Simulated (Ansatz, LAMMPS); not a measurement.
# Relaxing a frame of liquid mixture of dimethyl sulfoxide and formic acid from 300 K (235 atoms), part 2 of 3

Aim: bring a frame of liquid mixture of dimethyl sulfoxide and formic acid from 300 K (235 atoms) to a nearby minimum of the energy and see what moves.

Ansatz 0.2.0; Kohn-Sham DFT, PBEsol, PAW (set soft_2), plane waves.

The cell: 47 C, 20 S, 34 O and 134 H. The network of contacts between molecules at the start is that of the classical potential that made the cell. The functional has no dispersion term. The density was typed from a rule of thumb and may lie off the real one at this temperature. Only the Γ point is sampled, in a cell whose shortest periodic width is 14 Å.

So far. Step 3 (Single point at the start): Neighbours are counted within 1.34 Å (H-C), 1.21 Å (H-O), 1.73 Å (C-O), 2.21 Å (C-S), 1.98 Å (O-S).

**4. Relaxation**

The atoms are relaxed in the fixed cell, aiming at the force tolerance of the input.

Input file input.yaml:

```yaml
crystal:
  lattice:
    - [14.08936, 0.0, 0.0]
    - [0.0, 14.08936, 0.0]
    - [0.0, 0.0, 14.08936]
  atoms:
    [... the 235 atom lines of step 3 ...]
kpoints:
  mp_grid: { grid: [1, 1, 1] }
hamiltonian:
  xc: pbesol
scf:
  occupations: { method: fixed }
output:
  forces: true
relax:
  f_tol: 0.05
  max_steps: 200
```

Run with:

```
ansatz run input.yaml --threads 4 --pin off --max-ram 8192MiB --backend cpu --events-out ev --progress --plain --runs-dir out
```

Numbers of over 12 decimals in the logs are rounded to 6 here.

The log of the run:

```text
[...]
Crystal: 235 atoms, lattice volume = 2796.880 Å³
Basis set: ecut = 420 eV, 54795 PW (Γ), exchange–correlation on 192×192×192 points (8 copies of the dense FFT grid, shifted against one another)
Bands: 558, of which v1, the nominal top of the filled ones, is band 323 counted from 1 (322 counted from 0)
Symmetry: 1 space group operations
[...]
k-points: 1
[...]
SCF iter   1: F=—  HF=-50447.327276 eV  |F-HF|=—  |Δ(HF+E_count)|=         —  Δρ=7.00e-3  dr2=1.60e0  ethr=1.77e-3  ⟨swp⟩=6.0  Hψ=1789  notcnv=0  defer=232
[...]
SCF iter   3: F=—  HF=-50446.975120 eV  |F-HF|=—  |Δ(HF+E_count)|=   2.94e-2  Δρ=1.47e-3  dr2=8.96e-2  ethr=4.63e-5  ⟨swp⟩=2.0  Hψ=651  notcnv=0  defer=98
automatic band count: iteration 3 solves 423 bands in place of 558: the levels show a gap, and the empty bands left out lie too high to hold charge; the band table lists the bands solved (type scf.n_extra_bands for more)
SCF iter   4: F=—  HF=-50446.968925 eV  |F-HF|=—  |Δ(HF+E_count)|=   6.20e-3  Δρ=6.48e-4  dr2=1.27e-2  ethr=1.39e-5  ⟨swp⟩=3.0  Hψ=632  notcnv=0  defer=98
[...]
SCF iter   8: F=-50446.971625 eV  HF=-50446.971628 eV  |F-HF|=3.06e-6  |Δ(HF+E_count)|=   2.53e-5  Δρ=2.61e-5  dr2=1.84e-5  ethr=9.67e-9  ⟨swp⟩=5.0  Hψ=1291  notcnv=0
SCF 1 converged in 8 iterations: F = -50446.971625 eV  dr2 = 1.84e-5
[...]
relax step   1: F+E_penalty+E_count = -50446.97162518 eV  Δ(F+E_penalty+E_count) = +0.000e0 eV  max|allowed force component| = 3.892e0 eV/Å  Δτ_max = 0.0000 Å  (8 SCF iters, dr2 threshold 6.25e-5 eV, accepted)
[... from here on, the SCF cycles and remarks between the steps are left out ...]
relax step   2: F+E_penalty+E_count = -50451.69625123 eV  Δ(F+E_penalty+E_count) = -4.725e0 eV  max|allowed force component| = 3.449e0 eV/Å  Δτ_max = 0.1908 Å  (8 SCF iters, dr2 threshold 1.00e-4 eV, accepted)
relax step   3: F+E_penalty+E_count = -50453.90464503 eV  Δ(F+E_penalty+E_count) = -2.208e0 eV  max|allowed force component| = 2.840e0 eV/Å  Δτ_max = 0.1907 Å  (7 SCF iters, dr2 threshold 1.00e-4 eV, accepted)
relax step   4: F+E_penalty+E_count = -50454.74585215 eV  Δ(F+E_penalty+E_count) = -8.412e-1 eV  max|allowed force component| = 2.160e0 eV/Å  Δτ_max = 0.2000 Å  (7 SCF iters, dr2 threshold 1.00e-4 eV, accepted)
relax step   5: F+E_penalty+E_count = -50455.53796908 eV  Δ(F+E_penalty+E_count) = -7.921e-1 eV  max|allowed force component| = 8.554e-1 eV/Å  Δτ_max = 0.1944 Å  (7 SCF iters, dr2 threshold 1.00e-4 eV, accepted)
relax step   6: F+E_penalty+E_count = -50455.93031631 eV  Δ(F+E_penalty+E_count) = -3.923e-1 eV  max|allowed force component| = 3.765e-1 eV/Å  Δτ_max = 0.2000 Å  (7 SCF iters, dr2 threshold 1.00e-4 eV, accepted)
relax step   7: F+E_penalty+E_count = -50456.20040433 eV  Δ(F+E_penalty+E_count) = -2.701e-1 eV  max|allowed force component| = 2.932e-1 eV/Å  Δτ_max = 0.1918 Å  (8 SCF iters, dr2 threshold 2.22e-5 eV, accepted)
relax step   8: F+E_penalty+E_count = -50456.31362215 eV  Δ(F+E_penalty+E_count) = -1.132e-1 eV  max|allowed force component| = 8.099e-1 eV/Å  Δτ_max = 0.1950 Å  (8 SCF iters, dr2 threshold 1.67e-5 eV, accepted)
relax step   9: F+E_penalty+E_count = -50456.36932680 eV  Δ(F+E_penalty+E_count) = -5.570e-2 eV  max|allowed force component| = 1.314e0 eV/Å  Δτ_max = 0.1939 Å  (7 SCF iters, dr2 threshold 1.00e-4 eV, accepted)
relax step  10: F+E_penalty+E_count = -50456.52375135 eV  Δ(F+E_penalty+E_count) = -1.544e-1 eV  max|allowed force component| = 6.835e-1 eV/Å  Δτ_max = 0.1603 Å  (6 SCF iters, dr2 threshold 1.00e-4 eV, accepted)
relax step  11: F+E_penalty+E_count = -50456.68086156 eV  Δ(F+E_penalty+E_count) = -1.571e-1 eV  max|allowed force component| = 2.609e-1 eV/Å  Δτ_max = 0.1955 Å  (7 SCF iters, dr2 threshold 1.00e-4 eV, accepted)
relax step  12: F+E_penalty+E_count = -50456.75990804 eV  Δ(F+E_penalty+E_count) = -7.905e-2 eV  max|allowed force component| = 3.503e-1 eV/Å  Δτ_max = 0.1951 Å  (8 SCF iters, dr2 threshold 9.91e-6 eV, accepted)
relax step  13: F+E_penalty+E_count = -50456.83458363 eV  Δ(F+E_penalty+E_count) = -7.468e-2 eV  max|allowed force component| = 4.754e-1 eV/Å  Δτ_max = 0.1984 Å  (8 SCF iters, dr2 threshold 1.79e-5 eV, accepted)
relax step  14: F+E_penalty+E_count = -50456.91530411 eV  Δ(F+E_penalty+E_count) = -8.072e-2 eV  max|allowed force component| = 4.717e-1 eV/Å  Δτ_max = 0.1886 Å  (6 SCF iters, dr2 threshold 1.00e-4 eV, accepted)
relax step  15: F+E_penalty+E_count = -50456.98575948 eV  Δ(F+E_penalty+E_count) = -7.046e-2 eV  max|allowed force component| = 4.821e-1 eV/Å  Δτ_max = 0.1946 Å  (6 SCF iters, dr2 threshold 1.00e-4 eV, accepted)
relax step  16: F+E_penalty+E_count = -50457.00754088 eV  Δ(F+E_penalty+E_count) = -2.178e-2 eV  max|allowed force component| = 7.813e-1 eV/Å  Δτ_max = 0.1947 Å  (7 SCF iters, dr2 threshold 1.00e-4 eV, accepted)
relax step  17: F+E_penalty+E_count = -50457.09866698 eV  Δ(F+E_penalty+E_count) = -9.113e-2 eV  max|allowed force component| = 3.651e-1 eV/Å  Δτ_max = 0.0886 Å  (6 SCF iters, dr2 threshold 1.00e-4 eV, accepted)
[...]
relax step  74: F+E_penalty+E_count = -50457.86931157 eV  Δ(F+E_penalty+E_count) = +1.778e-2 eV  max|allowed force component| = 1.888e-1 eV/Å  Δτ_max = 0.2000 Å  (7 SCF iters, dr2 threshold 2.08e-5 eV, rejected (line search))
relax step  75: F+E_penalty+E_count = -50457.89642160 eV  Δ(F+E_penalty+E_count) = -9.334e-3 eV  max|allowed force component| = 8.085e-2 eV/Å  Δτ_max = 0.0967 Å  (9 SCF iters, accepted)
relax step  76: F+E_penalty+E_count = -50457.90147799 eV  Δ(F+E_penalty+E_count) = -5.056e-3 eV  max|allowed force component| = 1.119e-1 eV/Å  Δτ_max = 0.0974 Å  (9 SCF iters, accepted)
relax step  77: F+E_penalty+E_count = -50457.91017030 eV  Δ(F+E_penalty+E_count) = -8.692e-3 eV  max|allowed force component| = 1.550e-1 eV/Å  Δτ_max = 0.1496 Å  (8 SCF iters, dr2 threshold 2.57e-6 eV, accepted)
relax step  78: F+E_penalty+E_count = -50457.91869987 eV  Δ(F+E_penalty+E_count) = -8.530e-3 eV  max|allowed force component| = 2.987e-1 eV/Å  Δτ_max = 0.1952 Å  (7 SCF iters, dr2 threshold 2.40e-5 eV, accepted)
relax step  79: F+E_penalty+E_count = -50457.92531167 eV  Δ(F+E_penalty+E_count) = -6.612e-3 eV  max|allowed force component| = 3.645e-1 eV/Å  Δτ_max = 0.1362 Å  (5 SCF iters, dr2 threshold 8.92e-5 eV, accepted)
relax step  80: F+E_penalty+E_count = -50457.92553659 eV  Δ(F+E_penalty+E_count) = -2.249e-4 eV  max|allowed force component| = 4.717e-1 eV/Å  Δτ_max = 0.1952 Å  (6 SCF iters, dr2 threshold 1.00e-4 eV, accepted)
relax step  81: F+E_penalty+E_count = -50457.94505037 eV  Δ(F+E_penalty+E_count) = -1.951e-2 eV  max|allowed force component| = 3.553e-1 eV/Å  Δτ_max = 0.0543 Å  (5 SCF iters, dr2 threshold 1.00e-4 eV, accepted)
relax step  82: F+E_penalty+E_count = -50457.92147554 eV  Δ(F+E_penalty+E_count) = +2.357e-2 eV  max|allowed force component| = 3.436e-1 eV/Å  Δτ_max = 0.2000 Å  (6 SCF iters, dr2 threshold 7.16e-5 eV, rejected (line search))
relax step  83: F+E_penalty+E_count = -50457.96101440 eV  Δ(F+E_penalty+E_count) = -1.596e-2 eV  max|allowed force component| = 9.256e-2 eV/Å  Δτ_max = 0.0976 Å  (10 SCF iters, accepted)
relax step  84: F+E_penalty+E_count = -50457.96906207 eV  Δ(F+E_penalty+E_count) = -8.048e-3 eV  max|allowed force component| = 8.498e-2 eV/Å  Δτ_max = 0.0979 Å  (10 SCF iters, accepted)
relax step  85: F+E_penalty+E_count = -50457.97345377 eV  Δ(F+E_penalty+E_count) = -4.392e-3 eV  max|allowed force component| = 1.221e-1 eV/Å  Δτ_max = 0.1154 Å  (10 SCF iters, accepted)
relax step  86: F+E_penalty+E_count = -50457.97709607 eV  Δ(F+E_penalty+E_count) = -3.642e-3 eV  max|allowed force component| = 1.047e-1 eV/Å  Δτ_max = 0.0391 Å  (5 SCF iters, dr2 threshold 1.26e-5 eV, accepted)
relax step  87: F+E_penalty+E_count = -50457.94472535 eV  Δ(F+E_penalty+E_count) = +3.237e-2 eV  max|allowed force component| = 2.103e-1 eV/Å  Δτ_max = 0.2000 Å  (8 SCF iters, dr2 threshold 8.06e-6 eV, rejected (line search))
relax step  88: F+E_penalty+E_count = -50457.98281679 eV  Δ(F+E_penalty+E_count) = -5.721e-3 eV  max|allowed force component| = 6.814e-2 eV/Å  Δτ_max = 0.0974 Å  (10 SCF iters, accepted)
relax step  89: F+E_penalty+E_count = -50457.97830007 eV  Δ(F+E_penalty+E_count) = +4.517e-3 eV  max|allowed force component| = 3.227e-1 eV/Å  Δτ_max = 0.0900 Å  (10 SCF iters, rejected (line search))
relax step  90: F+E_penalty+E_count = -50457.98561151 eV  Δ(F+E_penalty+E_count) = -2.795e-3 eV  max|allowed force component| = 8.561e-2 eV/Å  Δτ_max = 0.0441 Å  (9 SCF iters, accepted)
relax step  91: F+E_penalty+E_count = -50457.98188373 eV  Δ(F+E_penalty+E_count) = +3.728e-3 eV  max|allowed force component| = 3.794e-1 eV/Å  Δτ_max = 0.0482 Å  (6 SCF iters, dr2 threshold 3.10e-6 eV, rejected (line search))
relax step  92: F+E_penalty+E_count = -50457.98736514 eV  Δ(F+E_penalty+E_count) = -1.754e-3 eV  max|allowed force component| = 1.929e-2 eV/Å  Δτ_max = 0.0233 Å  (7 SCF iters, accepted)
relax step  93: F+E_penalty+E_count = -50457.98868502 eV  Δ(F+E_penalty+E_count) = -1.320e-3 eV  max|allowed force component| = 1.873e-2 eV/Å  Δτ_max = 0.0242 Å  (9 SCF iters, accepted)
relax step  94: F+E_penalty+E_count = -50457.99047739 eV  Δ(F+E_penalty+E_count) = -1.792e-3 eV  max|allowed force component| = 1.732e-2 eV/Å  Δτ_max = 0.0365 Å  (9 SCF iters, accepted)
relax step  95: F+E_penalty+E_count = -50457.99297698 eV  Δ(F+E_penalty+E_count) = -2.500e-3 eV  max|allowed force component| = 2.327e-2 eV/Å  Δτ_max = 0.0547 Å  (9 SCF iters, accepted)
SCF converged after 9 iterations
Free energy (F): -50457.992977 eV
[...]
Internal energy: -50457.992977 eV  (E = F + TS)
E sigma→0 (E₀):  -50457.992977 eV
Fermi energy:    -0.122169 eV
[...]
--- Forces (eV/Å), atoms counted from 1 ---
  atom   1  C     -0.00016977    -0.00168940    -0.00158218
  atom   2  S     -0.00918953    -0.00399420    -0.00072952
  atom   3  C     -0.00989796    -0.00078655     0.00828208
  atom   4  O      0.00253426     0.00289007     0.00577394
  atom   5  H     -0.00043655     0.00003068    -0.00164107
  atom   6  H      0.00223940    -0.00182074    -0.00068201
  atom   7  H     -0.00075138     0.00147595     0.00157103
  atom   8  H      0.01770596     0.00287333     0.01062916
  atom   9  H      0.00084523     0.00099436    -0.01784352
  atom  10  H     -0.00429169    -0.00754089     0.00509315
  atom  11  C      0.00233577     0.00723115    -0.00026786
  atom  12  S     -0.00068159    -0.00433741    -0.00023502
  atom  13  C      0.00473796     0.00258891    -0.00090106
  atom  14  O     -0.00110528     0.00021998     0.00080807
[...]
atom 234  H      0.00050132    -0.00026864    -0.00279174
  atom 235  H      0.00045481     0.00010539     0.00026338
  max |Σ_I F_I| component: 5.21e-5 eV/Å
--- Relaxed structure (95 steps of the walk, 84 accepted, 0 SCFs on fresh bases) ---
  F+E_penalty+E_count = -50457.99297698 eV   max|allowed force component| = 2.327e-2 eV/Å
  atoms:
    - { symbol: C, position: [0.027629, 0.798751, 0.432994] }
    - { symbol: S, position: [0.072950, -0.096569, 0.376030] }
    - { symbol: C, position: [0.986062, -0.015918, 0.422625] }
    - { symbol: O, position: [0.053844, 0.893848, 0.271061] }
[...]
- { symbol: H, position: [0.081035, 0.217151, 0.482588] }
```

Elapsed: 37 min, on 4 threads of AMD EPYC 7R43, shared host; peak memory 3.7 GiB; 2.3 h of CPU time.

Step by step (22 of 95):

| step | energy less that of the first step (eV) | largest force component (eV/Å) |
| --- | --- | --- |
| 1 | 0.0000 | 3.8921 |
| 5 | -8.5663 | 0.8554 |
| 10 | -9.5521 | 0.6835 |
| 14 | -9.9437 | 0.4717 |
| 19 | -10.2146 | 0.2780 |
| 23 | -10.3702 | 0.4346 |
| 28 | -10.4764 | 0.2297 |
| 32 | -10.5060 | 0.7658 |
| 37 | -10.5888 | 0.4862 |
| 41 | -10.6539 | 0.6463 |
| 46 | -10.7184 | 0.0916 |
| 50 | -10.7127 | 0.5094 |
| 55 | -10.7857 | 0.3185 |
| 59 | -10.8134 | 0.0813 |
| 64 | -10.8363 | 0.3523 |
| 68 | -10.8690 | 0.2404 |
| 73 | -10.9155 | 0.1784 |
| 77 | -10.9385 | 0.1550 |
| 82 | -10.9499 | 0.3436 |
| 86 | -11.0055 | 0.1047 |
| 91 | -11.0103 | 0.3794 |
| 95 | -11.0214 | 0.0233 |

Relaxation steps 24, 32, 42, 50, 56, 65, 74, 82 and 3 more were tried and not accepted.

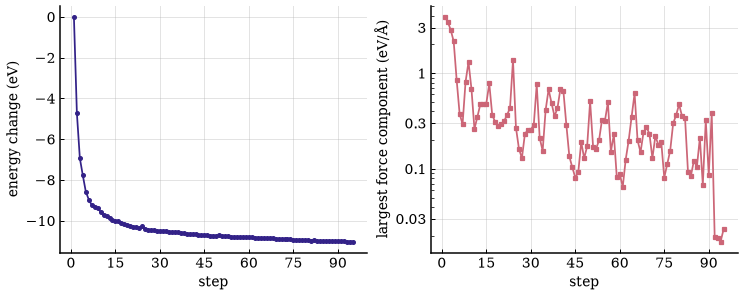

Energy and largest force along the relaxation.

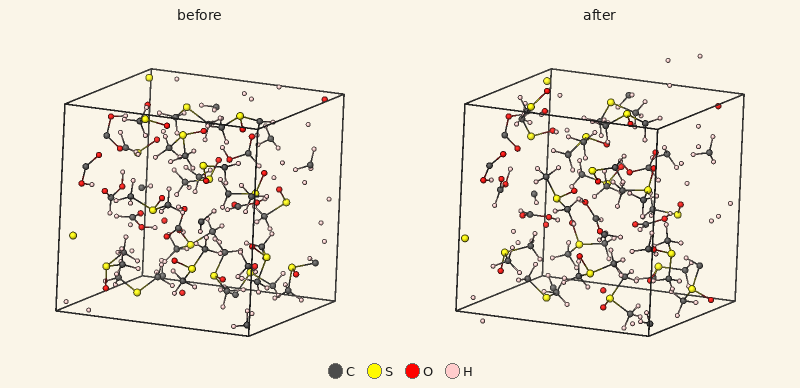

Before and after, at one scale. Bonds to atoms that aren't drawn are left out.

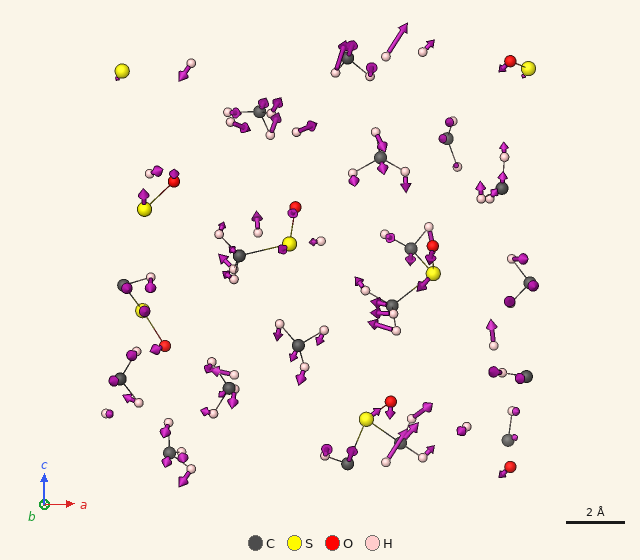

Displacements in the relaxation, scaled; the longest in the cell stands for 2.86 Å. Drawn is a slice 4 Å thick, seen along the normal of the ac plane. Bonds to atoms that aren't drawn are left out.

The atoms that moved most (Å):

| atom | dx | dy | dz | length |
| --- | --- | --- | --- | --- |
| H196 | 0.833 | 1.799 | 2.055 | 2.855 |
| O104 | -1.749 | 0.454 | 2.070 | 2.747 |
| H198 | 1.460 | -0.055 | 2.286 | 2.713 |
| H97 | 0.818 | 1.450 | 2.040 | 2.633 |
| H69 | -0.386 | -0.403 | 2.463 | 2.525 |
| O14 | -1.333 | 0.025 | -2.074 | 2.465 |
| H199 | 1.290 | -1.637 | 1.169 | 2.390 |
| H197 | 0.305 | 2.247 | 0.586 | 2.342 |

The relaxation changed the energy by -46.9 meV/atom, and atoms moved by 1.4 Å r.m.s., 2.9 Å at most.

**5. Local order after relaxation**

Bonds before and after, by the cutoffs listed below:

| pair | bonds before | bonds after | mean before (Å) | mean after (Å) | spread before (Å) | spread after (Å) |
| --- | --- | --- | --- | --- | --- | --- |
| H-C | 127 | 127 | 1.097 | 1.103 | 0.028 | 0.003 |
| H-O | 7 | 7 | 0.988 | 1.048 | 0.019 | 0.014 |
| C-O | 14 | 14 | 1.277 | 1.268 | 0.061 | 0.044 |
| C-S | 40 | 40 | 1.825 | 1.791 | 0.035 | 0.005 |
| O-S | 20 | 20 | 1.507 | 1.517 | 0.023 | 0.009 |

Density 1.12 g/cm³, 11.90 Å³ an atom.

Pair distribution functions g(r), in bins of 0.2 Å:

| r (Å) | total | H-H | H-C | H-O | H-S | C-C | C-O |
| --- | --- | --- | --- | --- | --- | --- | --- |
| 1.00 | 0.78 | 0.00 | 2.29 | 1.56 | 0.00 | 0.00 | 0.00 |
| 1.20 | 3.78 | 0.00 | 15.65 | 0.00 | 0.00 | 0.00 | 3.67 |
| 1.40 | 0.20 | 0.00 | 0.00 | 0.35 | 0.00 | 0.00 | 2.38 |
| 1.60 | 0.41 | 0.00 | 0.00 | 0.41 | 0.00 | 0.00 | 0.00 |
| 1.80 | 1.98 | 4.50 | 0.00 | 0.00 | 0.00 | 0.00 | 0.00 |
| 2.00 | 0.22 | 0.00 | 0.32 | 0.88 | 0.00 | 0.00 | 0.00 |
| 2.20 | 0.27 | 0.05 | 0.03 | 1.15 | 0.00 | 0.00 | 0.00 |
| 2.40 | 1.27 | 0.51 | 0.00 | 1.49 | 8.82 | 0.00 | 0.00 |
| 2.60 | 0.93 | 1.14 | 0.05 | 1.06 | 0.31 | 2.11 | 3.92 |
| 2.80 | 0.96 | 0.72 | 1.72 | 1.55 | 0.52 | 0.68 | 0.00 |
| 3.00 | 0.76 | 1.15 | 0.59 | 1.35 | 0.32 | 0.00 | 0.00 |
| 3.20 | 0.78 | 1.02 | 0.83 | 0.50 | 0.81 | 0.00 | 1.53 |
| 3.40 | 0.82 | 0.66 | 1.09 | 0.42 | 0.98 | 0.08 | 2.71 |
| 3.60 | 1.17 | 0.73 | 1.56 | 1.69 | 0.87 | 1.23 | 1.78 |
| 3.80 | 1.11 | 1.43 | 0.82 | 1.42 | 0.69 | 0.75 | 0.77 |
| 4.00 | 0.98 | 1.05 | 0.98 | 1.29 | 0.55 | 0.88 | 0.57 |
| 4.20 | 0.91 | 0.91 | 0.76 | 0.91 | 0.85 | 1.65 | 0.55 |
| 4.40 | 1.01 | 0.96 | 0.90 | 0.91 | 1.18 | 1.62 | 0.68 |
| 4.60 | 1.10 | 1.19 | 1.25 | 0.85 | 1.11 | 1.30 | 0.66 |
| 4.80 | 1.05 | 1.02 | 1.21 | 0.64 | 1.22 | 1.00 | 0.99 |
| 5.00 | 1.05 | 0.95 | 0.94 | 1.15 | 1.67 | 0.81 | 0.98 |
| 5.20 | 1.04 | 1.04 | 1.24 | 0.75 | 0.90 | 1.42 | 0.88 |
| 5.40 | 1.03 | 1.06 | 1.00 | 0.89 | 0.78 | 1.28 | 1.15 |
| 5.60 | 1.00 | 1.07 | 0.95 | 0.92 | 0.93 | 1.31 | 0.91 |
| 5.80 | 1.03 | 1.02 | 1.00 | 0.98 | 1.00 | 1.38 | 1.02 |
| 6.00 | 0.99 | 0.91 | 1.03 | 1.05 | 0.99 | 1.03 | 1.20 |
| 6.20 | 1.06 | 1.03 | 1.26 | 1.06 | 0.99 | 0.84 | 0.82 |
| 6.40 | 1.00 | 1.03 | 0.92 | 1.06 | 1.12 | 0.78 | 1.04 |

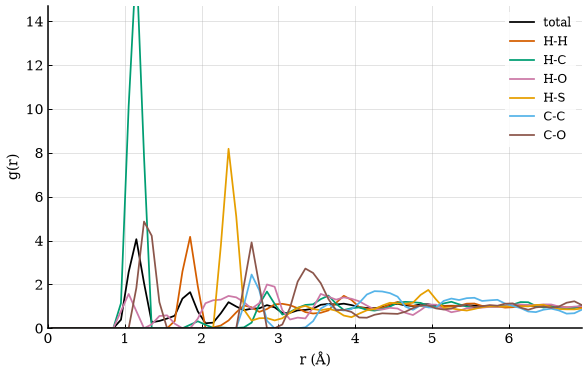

Pair distribution functions, lightly smoothed, with peaks cut at 14.

Bonds by pair of elements; cutoffs follow the first minimum of g(r), held within bounds set by covalent radii, and pairs that aren't listed don't count as bonded:

| pair A-B | cutoff (Å) | bonds | mean length (Å) | spread (Å) | shortest (Å) | B about A | A about B |
| --- | --- | --- | --- | --- | --- | --- | --- |
| H-C | 1.34 | 127 | 1.10 | 0.003 | 1.10 | 0.948 | 2.70 |
| H-O | 1.21 | 7 | 1.05 | 0.014 | 1.02 | 0.052 | 0.206 |
| C-O | 1.73 | 14 | 1.27 | 0.044 | 1.22 | 0.298 | 0.412 |
| C-S | 2.17 | 40 | 1.79 | 0.005 | 1.78 | 0.851 | 2 |
| O-S | 1.93 | 20 | 1.52 | 0.009 | 1.51 | 0.588 | 1 |

How many atoms have how many bonded neighbours:

| element | mean | 1 | 2 | 3 | 4 |
| --- | --- | --- | --- | --- | --- |
| C | 3.85 | 0 | 0 | 7 | 40 |
| H | 1 | 134 | 0 | 0 | 0 |
| O | 1.21 | 27 | 7 | 0 | 0 |
| S | 3 | 0 | 0 | 20 | 0 |

Bond angles, per cent of each kind in bins of 5°:

| angle (°) | H-C-H | H-C-S | C-S-O | C-S-C | H-C-O |
| --- | --- | --- | --- | --- | --- |
| 95–100 | 0.0 | 0.0 | 0.0 | 100.0 | 0.0 |
| 100–105 | 0.0 | 0.0 | 0.0 | 0.0 | 0.0 |
| 105–110 | 23.3 | 90.0 | 100.0 | 0.0 | 0.0 |
| 110–115 | 76.7 | 10.0 | 0.0 | 0.0 | 50.0 |
| 115–120 | 0.0 | 0.0 | 0.0 | 0.0 | 0.0 |
| 120–125 | 0.0 | 0.0 | 0.0 | 0.0 | 50.0 |

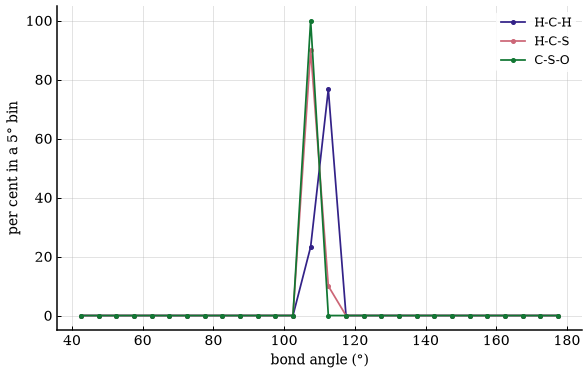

Distributions of the most common bond angles.

Bond angles (no mean is given where the spread exceeds 20°):

| angle | count | mean (°) | spread (°) |
| --- | --- | --- | --- |
| H-C-H | 120 | 111 | 1 |
| H-C-S | 120 | 108 | 1.4 |
| C-S-O | 40 | 107 | 0.6 |
| C-S-C | 20 | 97.5 | 0.7 |
| H-C-O | 14 | 117 | 5.4 |

Bond length by coordination (bonds to H left out):

| element | coordination | atoms | mean bond length (Å) |
| --- | --- | --- | --- |
| C | 3 | 7 | 1.27 |
| C | 4 | 40 | 1.79 |
| O | 1 | 27 | 1.44 |
| O | 2 | 7 | 1.31 |

By these cutoffs 85 % of C atoms have 4, all H atoms have 1, 79 % of O atoms have 1 and all S atoms have 3 bonded neighbours. The H-C-H angle averages 111° with a spread of 1.0°.

(Part 2 of 3 ends here.)

[Logs are printed without paths, hosts, clocks, repeated set-up lines and the standing remarks that a program may print on its own settings, such as how far it seeks lower states.]

[Hosts, paths, dates, database ids (printed as entryN), source tags and the programs' standing remarks are cut or masked in the printed files.]
